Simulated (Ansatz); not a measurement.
# Calculations on GeH$_{5}$Br

**1. Relaxation**

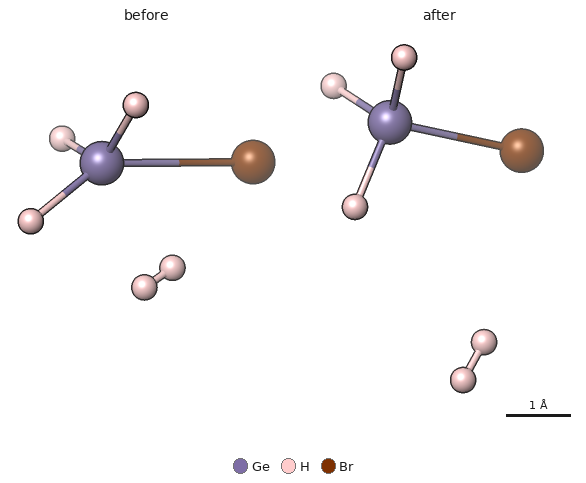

The structure of GeH5Br (started from a transition state, displaced along its imaginary mode) before (left) and after (right) a relaxation, at one scale.

Style: ball-and-stick. Shown at a tilt.

Computed with RKS PBE0-D4/def2-TZVP in Ansatz.

Input file:
```yaml
crystal:
  periodic: [false, false, false]
  atoms:
    - {symbol: Ge, position_ang: [-0.626698, -0.041703, -0.018903]}
    - {symbol: H, position_ang: [1.256676, -0.846851, 0.219561]}
    - {symbol: H, position_ang: [-1.064442, 0.168797, -1.450252]}
    - {symbol: H, position_ang: [-1.198736, 0.582425, 1.231019]}
    - {symbol: H, position_ang: [-0.738519, -1.631442, 0.206984]}
    - {symbol: H, position_ang: [1.345591, -0.245662, 0.104359]}
    - {symbol: Br, position_ang: [1.026129, 2.014437, -0.292767]}
basis:
  gaussian: {orbitals: def2-TZVP}
hamiltonian: {xc: pbe0, dispersion: d4}
relax: {f_tol: 0.005, max_steps: 200}
```

Launched with:
```bash
ansatz run in.yaml --threads 4 --pin off --events-out ev --progress --plain --max-ram 9574MiB
```

**Describe what moved and what it gained.**

The largest move after the best rigid fit is that of H2, 1.52 Å. By element the largest moves are H 1.52 Å, Ge 0.66 Å, Br 0.44 Å. Among the contacts that change: Ge1–H2 2.062 → 4.221 Å, Ge1–H6 1.987 → 3.750 Å, H6–Br7 2.317 → 3.229 Å, Ge1–Br7 2.652 → 2.311 Å. Among the angles between lasting bonds that change: H5–Ge1–Br7 145.4° → 107.1°, H3–Ge1–Br7 88.6° → 107.1°, H4–Ge1–Br7 90.1° → 107.1°. After 15 accepted moves (17 points after the start) the energy has fallen by 2.360 eV. The largest force component goes from 7.8 to 0.0016 eV/Å. The line search rejected the trial steps at points 10, 11 of the run. The forces were under the threshold at step 12, but the run went on from there.

**2. Relaxation**

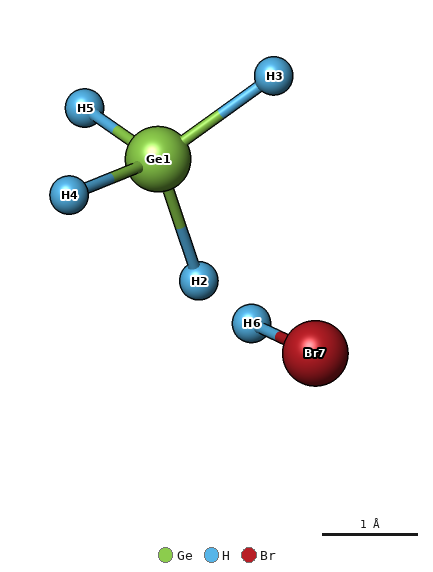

GeH$_{5}$Br (started from a transition state, displaced along its imaginary mode), before the relaxation. A ball-and-stick model, seen from a free direction.

Computed with Ansatz 0.2.0, RKS PBE0-D4/def2-TZVP.

Input
```yaml
crystal:
  periodic: [false, false, false]
  atoms:
    - {symbol: Ge, position_ang: [-0.591262, -0.357887, 0.023011]}
    - {symbol: H, position_ang: [0.982259, -0.743976, 0.144434]}
    - {symbol: H, position_ang: [-0.954374, 0.112930, -1.400814]}
    - {symbol: H, position_ang: [-1.080425, 0.545058, 1.181267]}
    - {symbol: H, position_ang: [-0.938914, -1.803716, 0.262510]}
    - {symbol: H, position_ang: [1.271417, 0.342099, 0.009306]}
    - {symbol: Br, position_ang: [1.311299, 1.905490, -0.219715]}
basis:
  gaussian: {orbitals: def2-TZVP}
hamiltonian: {xc: pbe0, dispersion: d4}
relax: {f_tol: 0.005, max_steps: 200}
```

Run as
```bash
ansatz run in.yaml --threads 4 --pin off --events-out ev --progress --plain --max-ram 9574MiB
```

Where does the relaxation end?

Answer. Br7 moves most after the best rigid fit: 0.98 Å. Largest moves by element: Br 0.98 Å, H 0.88 Å, Ge 0.40 Å. Near-neighbour distances that change, for instance: Ge1–Br7 2.967 → 4.299 Å, Ge1–H6 1.990 → 3.123 Å, H6–Br7 1.581 → 1.424 Å, Ge1–H2 1.625 → 1.541 Å. Among the angles between lasting bonds that change: H2–Ge1–H5 89.1° → 108.5°, H3–Ge1–H4 116.0° → 110.1°, H2–Ge1–H4 112.9° → 108.8°. The energy falls by 23.6 kcal/mol in 19 accepted moves (20 points after the start). The largest force component goes from 1.3 to 0.0012 eV/Å. The line search rejected the trial step at point 6 of the run. The forces were under the threshold at step 10, but the run went on from there. Cost: 33 s on 4 threads of Arm Neoverse V1 (shared host).

The structure at the end:

```xyz
7

Ge   -0.7998   -0.6927    0.0700
H     0.7373   -0.7571    0.1583
H    -1.1939   -0.1565   -1.3105
H    -1.3196    0.2424    1.1672
H    -1.3583   -2.1063    0.2692
H     1.7850    1.0541   -0.0776
Br    2.1492    2.4162   -0.2766
```

The end point in the same view:

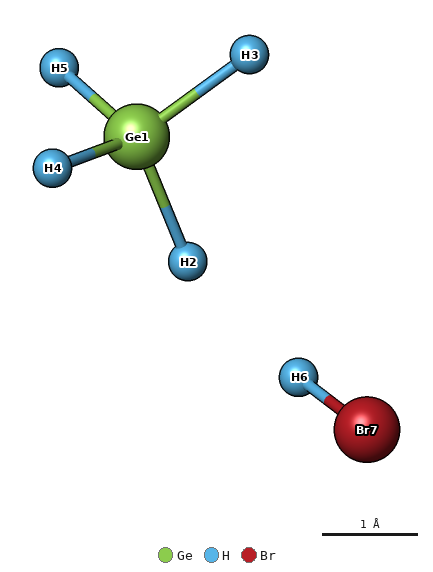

**3. Reaction**

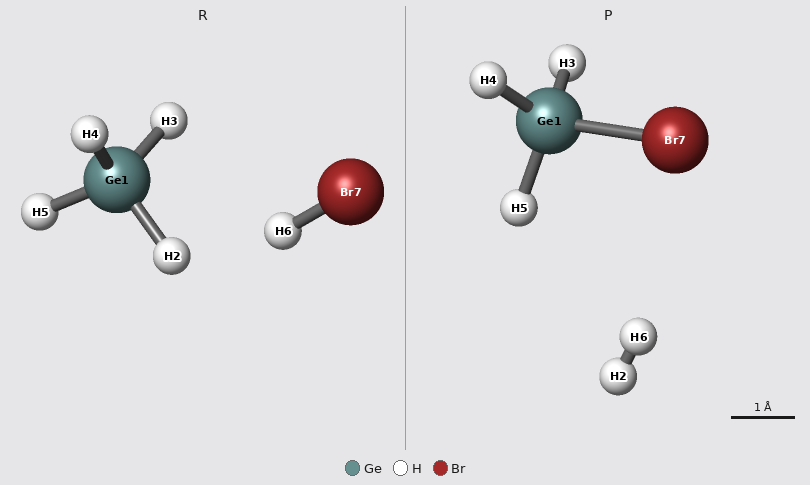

Reactant (R) and product (P) of one elementary step of GeH₅Br. A ball-and-stick model, seen at a tilt.

Stationary points at PBE0-D4/def2-TZVP, single-point energies with CCSD(T)/CBS, CAM-B3LYP-D4, B97M-V, r2SCAN0-D4 (def2-TZVPP where no basis is named; Ansatz 0.2.0). The energies are electronic, without zero-point or thermal terms, and both ends are the minima reached downhill from the saddle, with any fragments still in contact. CCSD(T)/CBS stands for a frozen-core estimate: MP2 correlation extrapolated from def2-TZVPP and def2-QZVPP, CCSD(T) minus MP2 from the smaller set.

R:
```xyz
7

Ge   -0.8045   -0.6872    0.0702
H     0.7322   -0.7623    0.1576
H    -1.1958   -0.1477   -1.3098
H    -1.3171    0.2512    1.1681
H    -1.3727   -2.0970    0.2694
H     1.7922    1.0417   -0.0784
Br    2.1658    2.4013   -0.2771
```

P:
```xyz
7

Ge   -1.1528    0.3228   -0.1216
H     2.6296   -1.4724    0.4113
H    -1.9381    0.3849   -1.4350
H    -2.0075    0.7630    1.0705
H    -0.5315   -1.0583    0.1041
H     2.4123   -0.7713    0.2717
Br    0.5881    1.8314   -0.3011
```

### Predict the saddle point between them and the barrier.

Counted by bonded pieces, R holds GeH₄ + HBr and P holds GeH₃Br + H₂. From R over the saddle to P, bonds form: Ge1–Br7 (4.30 → 2.81 → 2.31 Å), H2–H6 (2.11 → 0.87 → 0.75 Å). Bonds break: Ge1–H2 (1.54 → 1.84 → 4.22 Å), H6–Br7 (1.42 → 1.94 → 3.23 Å). The saddle has one imaginary mode, 908i cm⁻¹. With CCSD(T)/CBS the barrier is 41.2 kcal/mol from R and 54.7 kcal/mol from P, and P lies 13.5 kcal/mol below R.

```tsv
level	barrier from R (kcal/mol)	barrier from P (kcal/mol)	P less R (kcal/mol)
CCSD(T)/CBS	41.2	54.7	−13.5
CAM-B3LYP-D4	41.3	53.4	−12.1
B97M-V	40.4	52.1	−11.7
r2SCAN0-D4	37.6	51.8	−14.1
```

Against CCSD(T)/CBS, CAM-B3LYP-D4 comes closest on the barrier from R (+0.1 kcal/mol) and r2SCAN0-D4 misses most (−3.6 kcal/mol).

Saddle geometry:

```xyz
7

Ge   -0.6090   -0.1998    0.0021
H     1.1195   -0.7954    0.1820
H    -1.0094    0.1409   -1.4255
H    -1.1396    0.5637    1.2061
H    -0.8387   -1.7176    0.2347
H     1.3085    0.0482    0.0568
Br    1.1687    1.9600   -0.2562
```

The saddle point in the same view, with dashed sticks for the bonds that form or break:

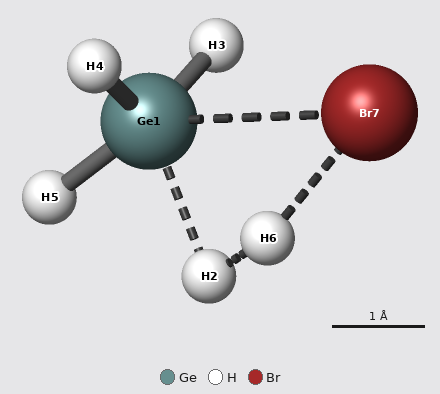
